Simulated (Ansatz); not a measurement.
Base system: CsPbCl3 in the cubic perovskite structure (space group Pm-3m, No. 221; a = 5.521 Å). Axes: x, y, z lie along the cube axes.

The change: biaxial strain +1.20 %, plane normal [001], relaxed out of plane (Cartesian); in-plane vectors clamped, the third vector and the atoms free.

Method: LDA/PAW in Ansatz (a first-principles code), spin-orbit coupling left out.

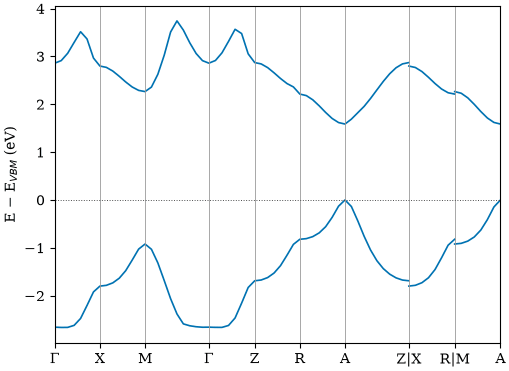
*Highest valence and lowest conduction band along the path of the changed cell's own zone*

Q: From the figure, how large is the changed gap, and is it direct?

A: About 1.6 eV, direct at A.

With Pb present, leaving out spin-orbit coupling can change the band edges. Stability against distortions was not tested. Many cubic perovskites are stable only at high temperature; tilts and polar distortions were not tested. This is not the structure that CsPbCl3 has at room temperature and ambient pressure. Labels are those of the standard path for the cell's own space group.
